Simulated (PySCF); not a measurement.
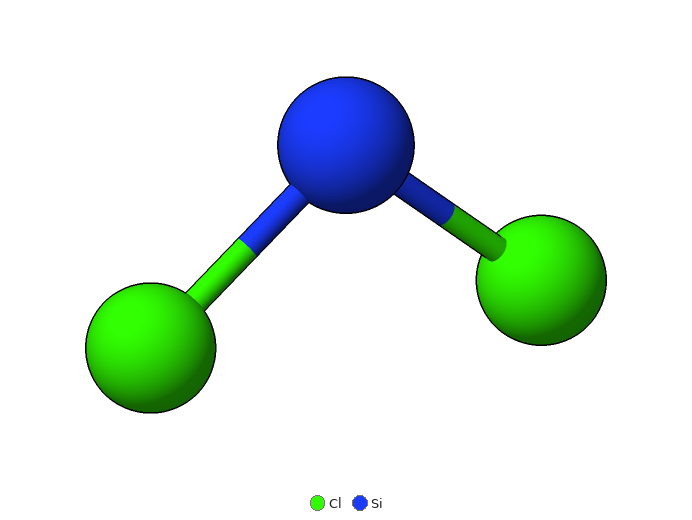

Computed geometry: PBE0-D3(BJ)/def2-SVP optimisation. No frequency run is at hand to confirm it as a minimum.

Give the structural formula.

SMILES: Cl[Si]Cl

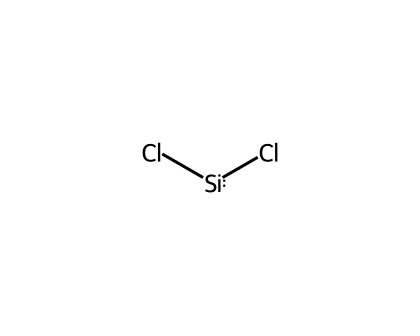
